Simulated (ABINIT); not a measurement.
**GaN (P6_3mc): G0W0 with ABINIT, start to end**

How does a plane-wave GW calculation on GaN (P6_3mc) run from the first input to the gap?

Main program and level: ABINIT 10.8.3; PBE and many-body steps on it, plane waves.

The database entry behind the starting cell differs from later determinations by our own check (about 0.3 % short, ideal inner coordinate), so it need not match the best structure at ambient conditions.

### 1. The starting structure

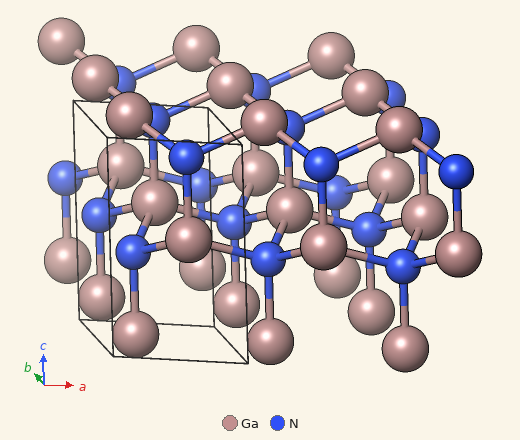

The starting structure, seen slightly off an axis (gallium pink, nitrogen blue). 3×3×1 cells are drawn. Some periodic images of atoms are drawn too.

The cell and positions come from the Crystallography Open Database and are kept as given unless a step says otherwise.

### 2. Ground state

This step: ABINIT 10.8.3; DFT, PBE, plane waves, norm-conserving pseudopotentials.

The ground-state density comes first.

run.abi reads:

```
acell 3*1.0 Angstrom
rprim 
  3.179999999980 0.000000000005 0.000000000000
  -1.589999999994 2.753960784015 0.000000000000
  0.000000000000 0.000000000000 5.166000000000
ntypat 2
znucl 31 7
natom 4
typat 1 1 2 2
xred 
  0.333333333333 0.666666666667 0.000000000000
  0.666666666667 0.333333333333 0.500000000000
  0.333333333333 0.666666666667 0.375000000000
  0.666666666667 0.333333333333 0.875000000000
pp_dirpath "pseudos"
pseudos "Ga.upf, N.upf"
ecut 45
ngkpt 6 6 4
nshiftk 1
shiftk 0 0 0
kptopt 1
chksymbreak 0
nband 32
occopt 1
tolvrs 1e-10
nstep 60
prtwf 0
optforces 0
optstress 0
indata_prefix "in"
outdata_prefix "out"
tmpdata_prefix "tmp"
```

Started as:

```sh
OMP_NUM_THREADS=1 mpirun -n 8 abinit run.abi > log
```

Numbers of over 12 decimals in the logs are rounded to 6 here.

What it wrote:

```text
.Version 10.8.3 of ABINIT. v10.8.2 released Aug 2026.

 Symmetries : space group P6_3 m c (#186); Bravais hP (primitive hexag.)
================================================================================
 Values of the parameters that define the memory need of the present run
     intxc =       0    ionmov =       0      iscf =       7    lmnmax =       6
     lnmax =       6     mgfft =      60  mpssoang =       3    mqgrid =    3001
     natom =       4  nloc_mem =       1    nspden =       1   nspinor =       1
    nsppol =       1      nsym =      12    n1xccc =    2501    ntypat =       2
    occopt =       1   xclevel =       2
-    mband =          32        mffmem =           1         mkmem =           3
       mpw =        4428          nfft =       96000          nkpt =          21
================================================================================
  Rough estimation (10% accuracy) of disk space for files :
================================================================================

--------------------------------------------------------------------------------
------------- Echo of variables that govern the present computation ------------
--------------------------------------------------------------------------------
 -outvars: echo values of preprocessed input variables --------
            acell      1.8897261259E+00  1.8897261259E+00  1.8897261259E+00 Bohr

      chksymbreak           0
             ecut      4.50000000E+01 Hartree
-          fftalg         312

              ixc     -101130
              kpt      0.00000000E+00  0.00000000E+00  0.00000000E+00
                       1.66666667E-01  0.00000000E+00  0.00000000E+00
                       3.33333333E-01  0.00000000E+00  0.00000000E+00
                       5.00000000E-01  0.00000000E+00  0.00000000E+00
                       1.66666667E-01  1.66666667E-01  0.00000000E+00
                       3.33333333E-01  1.66666667E-01  0.00000000E+00
                       3.33333333E-01  3.33333333E-01  0.00000000E+00
                       0.00000000E+00  0.00000000E+00  2.50000000E-01
                       1.66666667E-01  0.00000000E+00  2.50000000E-01
   [... 10 further rows ...]
                       3.33333333E-01  1.66666667E-01  5.00000000E-01
                       3.33333333E-01  3.33333333E-01  5.00000000E-01
         kptrlatt        6    0    0      0    6    0      0    0    4
          kptrlen      3.60559745E+01
P           mkmem           3
            natom           4
            nband          32
            ngfft          40      40      60
             nkpt          21
            nstep          60
             nsym          12
           ntypat           2
              occ      2.000000  2.000000  2.000000  2.000000  2.000000  2.000000
                       2.000000  2.000000  2.000000  2.000000  2.000000  2.000000
                       2.000000  2.000000  2.000000  2.000000  2.000000  2.000000
                       2.000000  2.000000  2.000000  2.000000  2.000000  2.000000
                       2.000000  2.000000  0.000000  0.000000  0.000000  0.000000
                       0.000000  0.000000
        optforces           0
        optstress           0
            prtwf           0
            rprim      3.1800000000E+00  5.0000000000E-12  0.0000000000E+00
[...]
spgroup         186

           tolvrs      1.00000000E-10

             xred      3.3333333333E-01  6.6666666667E-01  1.1102230246E-16
[...]
znucl       31.00000    7.00000

================================================================================

 chkinp: Checking input parameters for consistency.

================================================================================
== DATASET  1 ==================================================================
-   mpi_nproc: 8, omp_nthreads: 1 (-1 if OMP is not activated)

--- !DatasetInfo
iteration_state: {dtset: 1, }
dimensions: {natom: 4, nkpt: 21, mband: 32, nsppol: 1, nspinor: 1, nspden: 1, mpw: 4428, }
cutoff_energies: {ecut:  45.0, pawecutdg:  -1.0, }
electrons: {nelect:   5.20000000E+01, charge:   0.00000000E+00, occopt:   1.00000000E+00, tsmear:   1.00000000E-02, }

 Real(R)+Recip(G) space primitive vectors, cartesian coordinates (Bohr,Bohr^-1):
 R(1)=  6.0093291  0.0000000  0.0000000  G(1)=  0.1664079  0.0960757  0.0000000
 R(2)= -3.0046645  5.2042316  0.0000000  G(2)=  0.0000000  0.1921513  0.0000000
 R(3)=  0.0000000  0.0000000  9.7623252  G(3)=  0.0000000  0.0000000  0.1024346
 Unit cell volume ucvol=  3.0530638E+02 bohr^3
 Angles (23,13,12)=  9.00000000E+01  9.00000000E+01  1.20000000E+02 degrees

 getcut: wavevector=  0.0000  0.0000  0.0000  ngfft=  40  40  60
         ecut(hartree)=     45.000   => boxcut(ratio)=   2.03529

--- Pseudopotential description ------------------------------------------------
- Ga Generated using ONCVPSP code by D. R. Hamann
- 31.00000  21.00000  171031                  znucl, zion, pspdat
12 -101130 2 -1 1902                          pspcod,pspxc,lmax,lloc,mmax
     nproj     2     2     2
  pspatm : epsatm=   21.85474337
         --- l  ekb(1:nproj) -->
[...]
pspatm: atomic psp has been read  and splines computed

- N Generated using ONCVPSP code by D. R. Hamann
-  7.00000   5.00000  171031                  znucl, zion, pspdat
12 -101130 1 -1 1058                          pspcod,pspxc,lmax,lloc,mmax
     nproj     2     2     0
  pspatm : epsatm=    5.20977870
         --- l  ekb(1:nproj) -->
[...]
pspatm: atomic psp has been read  and splines computed

   2.81471030E+03                                ecore*ucvol(ha*bohr**3)
--------------------------------------------------------------------------------

_setup2: Arith. and geom. avg. npw (full set) are    4401.646    4401.635

================================================================================

--- !BeginCycle
iteration_state: {dtset: 1, }
solver: {iscf: 7, nstep: 60, nline: 4, wfoptalg: 0, }
tolerances: {tolvrs: 1.00E-10, }

     iter   Etot(hartree)      deltaE(h)  residm     vres2
 ETOT  1  -514.92082250196    -5.149E+02 7.161E-01 2.271E+03
 ETOT  2  -516.81090997342    -1.890E+00 8.366E-02 3.234E+03
 ETOT  3  -517.42688839870    -6.160E-01 6.563E-02 5.643E+01
 ETOT  4  -517.43207228461    -5.184E-03 6.894E-02 3.072E+01
 ETOT  5  -517.43527471752    -3.202E-03 8.294E-03 6.044E+00
 ETOT  6  -517.43636040844    -1.086E-03 2.939E-03 2.488E-01
 ETOT  7  -517.43640550943    -4.510E-05 9.695E-04 4.025E-02
 ETOT  8  -517.43641252824    -7.019E-06 2.041E-04 4.116E-03
 ETOT  9  -517.43641328477    -7.565E-07 3.526E-04 4.026E-05
 ETOT 10  -517.43641329432    -9.552E-09 8.301E-04 1.434E-07
 ETOT 11  -517.43641329437    -4.638E-11 1.060E-03 3.490E-09
 ETOT 12  -517.43641329437    -6.366E-12 1.318E-03 6.206E-11

 At SCF step   12       vres2   =  6.21E-11 < tolvrs=  1.00E-10 =>converged.

--- !ResultsGS
iteration_state: {dtset: 1, }
comment   : Summary of ground state results
lattice_vectors:
- [  6.0093291,   0.0000000,   0.0000000, ]
- [ -3.0046645,   5.2042316,   0.0000000, ]
- [  0.0000000,   0.0000000,   9.7623252, ]
lattice_lengths: [   6.00933,    6.00933,    9.76233, ]
lattice_angles: [ 90.000,  90.000, 120.000, ] # degrees, (23, 13, 12)
lattice_volume:   3.0530638E+02
convergence: {deltae: -6.366E-12, res2:  6.206E-11, residm:  1.318E-03, diffor:  0.000E+00, }
etotal    :  -5.17436413E+02
entropy   :   0.00000000E+00
fermie    :   2.58513345E-01
cartesian_stress_tensor: null
pressure_GPa: null
xred      :
- [  3.3333E-01,   6.6667E-01,   1.1102E-16, Ga]
- [  6.6667E-01,   3.3333E-01,   5.0000E-01, Ga]
- [  3.3333E-01,   6.6667E-01,   3.7500E-01,  N]
- [  6.6667E-01,   3.3333E-01,   8.7500E-01,  N]
cartesian_forces: null
force_length_stats: {min: null, max: null, mean: null, }

 Integrated electronic density in atomic spheres:
 ------------------------------------------------
 Atom  Sphere_radius  Integrated_density
[...]
4        2.00000          5.27233740
================================================================================

 ----iterations are completed or convergence reached----

 Mean square residual over all n,k,spin=   20.858E-07; max=  13.185E-04
 reduced coordinates (array xred) for    4 atoms
       0.333333333333      0.666666666667      0.000000000000
       0.666666666667      0.333333333333      0.500000000000
       0.333333333333      0.666666666667      0.375000000000
       0.666666666667      0.333333333333      0.875000000000
 rms dE/dt=  0.0000E+00; max dE/dt=  0.0000E+00; dE/dt below (all hartree)
    1       0.000000000000      0.000000000000      0.000000000000
    2       0.000000000000      0.000000000000      0.000000000000
    3       0.000000000000      0.000000000000      0.000000000000
    4       0.000000000000      0.000000000000      0.000000000000

 cartesian coordinates (angstrom) at end:
    1     -2.67e-12     1.835974     0.000000
    2      1.590000     0.917987     2.583000
    3     -2.67e-12     1.835974     1.937250
    4      1.590000     0.917987     4.520250
 length scales=  1.889726125908  1.889726125908  1.889726125908 bohr
              =  1.000000000000  1.000000000000  1.000000000000 angstroms
 prteigrs : about to open file out_EIG
 Fermi (or HOMO) energy (hartree) =   0.25851   Average Vxc (hartree)=  -0.43328
 Eigenvalues (hartree) for nkpt=  21  k points:
 kpt#   1, nband= 32, wtk=  0.00694, kpt=  0.0000  0.0000  0.0000 (reduced coord)
  -4.97080   -4.97080   -3.15811   -3.15802   -3.15802   -3.15797   -3.15797   -3.15792
  -0.33112   -0.29782   -0.24001   -0.23911   -0.23911   -0.23703   -0.23703   -0.23002
  -0.23002   -0.22652   -0.22652   -0.17866   -0.00361    0.21957    0.21957    0.25628
   0.25851    0.25851    0.33182    0.41761    0.59872    0.62503    0.62503    0.65916
 prteigrs : prtvol=0 or 1, do not print more k-points.

--- !EnergyTerms
iteration_state     : {dtset: 1, }
comment             : Components of total free energy in Hartree
kinetic             :  2.55484593629466E+02
hartree             :  2.00277848685249E+02
xc                  : -5.79576865800780E+01
Ewald energy        : -2.71479429302164E+02
psp_core            :  9.21929742789184E+00
local_psp           : -5.32238395718160E+02
non_local_psp       : -1.20742641436577E+02
total_energy        : -5.17436413294373E+02
total_energy_eV     : -1.40801620998882E+04
band_energy         : -6.17472971762668E+01

== END DATASET(S) ==============================================================
================================================================================

 -outvars: echo values of variables after computation  --------
           etotal     -5.1743641329E+02
            nband          32
             nkpt          21
          spgroup         186
 [... the other variables as echoed above ...]

 Calculation completed.
```

Wall time 19 s (8 MPI ranks of AMD EPYC 7B13 (Zen 3), shared host); peak memory 0.77 GiB; 2.5 min of CPU time.

Numbers from this step:

```
total energy               : -14080.1621 eV
gap                        : 1.995 eV
k of the valence top       : 0, 0, 0
k of the conduction bottom : 0, 0, 0
least direct gap           : 1.995 eV
```

The gap is direct, at Γ.

(Continued in part 2 of 3.)

[Paths, hosts, dates, memory and timing lines, banners, echoed tables and standing remarks are left out of the program output.]

[Logs are printed without paths, hosts, clocks, repeated set-up lines and the standing remarks that a program may print on its own settings, such as how far it seeks lower states.]

[Runs of the session that timed out or met a known fault of the program may be left out.]

[Hosts, paths, dates, database ids (printed as entryN), source tags and the programs' standing remarks are cut or masked in the printed files.]

[G0W0 gaps are taken among the corrected bands and points alone; a level outside them can change the order at an edge.]

[Where Ansatz stands beside ABINIT at settings called matched, ABINIT's density can come from a denser mesh and the files from another edition; pairs whose starting gaps differed by over 0.03 eV were left out, so agreement reads better than it is.]
